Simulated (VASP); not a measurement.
Shape and ions are relaxed at each volume.

Energy against volume of Ho (hcp). Level of theory: rev-vdW-DF2, VASP's PBE PAW potentials (set 64) (plane waves; VASP).

The 4f electrons are frozen in the core of the lanthanide potential, so 4f levels, which can set the real gap, and their magnetism are missing.

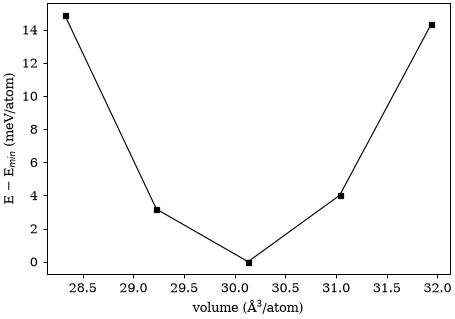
Fig. 1. Energy against volume

Task: Estimate the equilibrium volume and the bulk modulus.

Result: The minimum lies near 30.1 Å³/atom, and the curvature gives B0 of about 43 GPa.

Measured: bulk modulus 40.2 GPa (computed value off by +7.7 %), as given by Wikipedia, Holmium (infobox). The calculation is for a static lattice, while the measured bulk modulus holds thermal and zero-point effects, which are part of the difference.

The compound is Ho in the hcp structure. It was relaxed first.
